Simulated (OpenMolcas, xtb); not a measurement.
# InSiH5 (SMILES [SiH3][InH2]): the dipole moment, rung by rung

InSiH5: 7 atoms, total charge 0, spin state singlet. SMILES: `[SiH3][InH2]`. Geometry: relaxed at PBE0-D4/def2-TZVP.

Each level gives the dipole moment (D). The values are calculated.

| level | kind | program | value (D) | CPU time |
| --- | --- | --- | --- | --- |
| GFN2-xTB | semi-empirical | xtb | 1.80 | under 2 s |
| GFN1-xTB | semi-empirical | xtb | 0.25 | under 2 s |
| HF/def2-TZVP (core potential) | Hartree–Fock | OpenMolcas | 0.09 | 23 s |
| SVWN5/def2-TZVP (core potential) | LDA | OpenMolcas | 0.09 | 41 s |
| PBE/def2-TZVP (core potential) | GGA | OpenMolcas | 0.09 | 49 s |
| M06-L/def2-TZVP (core potential) | meta-GGA | OpenMolcas | 0.07 | 63 s |
| B3LYP/def2-TZVP (core potential) | global hybrid | OpenMolcas | 0.08 | 46 s |

The values span 0.07 to 1.80 D. Magnitudes only. Times are those of the runs behind each value, whatever else they computed, on shared processors of several kinds: orders of magnitude only.

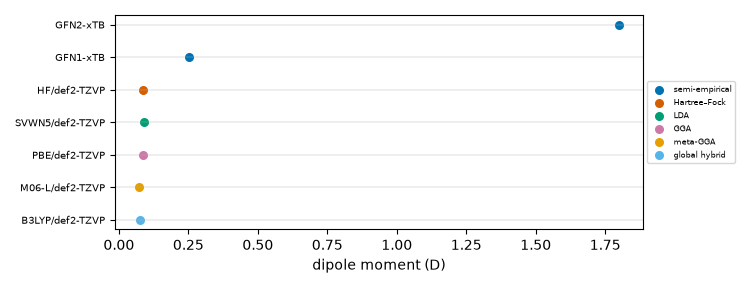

The values of the table, level by level.
